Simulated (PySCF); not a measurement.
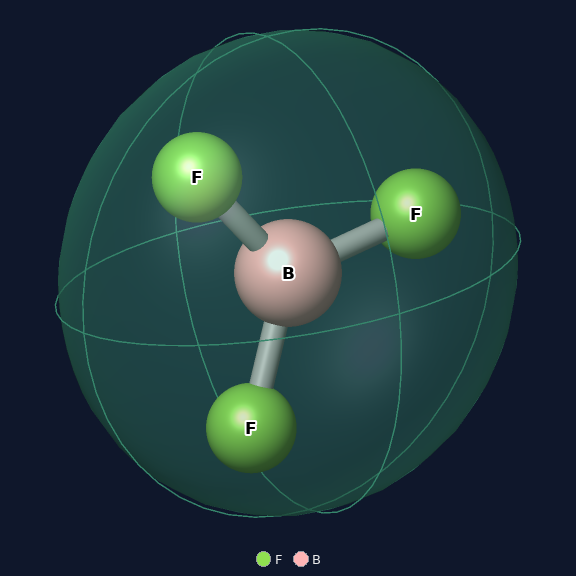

The ellipsoid shows the static dipole polarisability: its half-axes are proportional to the principal values. The geometry was computed by an optimisation with GFN2-xTB. No frequency run is at hand to confirm it as a minimum. Level of theory: PBE0/def2-SVPD (PySCF 2.14.0).

Give the principal values, the mean and the anisotropy.

Answer. Principal values 13.1, 16.7, 16.7 bohr³; mean 15.5 bohr³ (2.30 Å³); anisotropy 3.6 bohr³, so the longest axis is 1.27 times the shortest.

The geometry is semi-empirical. Around B such bond lengths and angles can be off by a tenth of an ångström or more and by several degrees, and values that hang on the shape move with them.
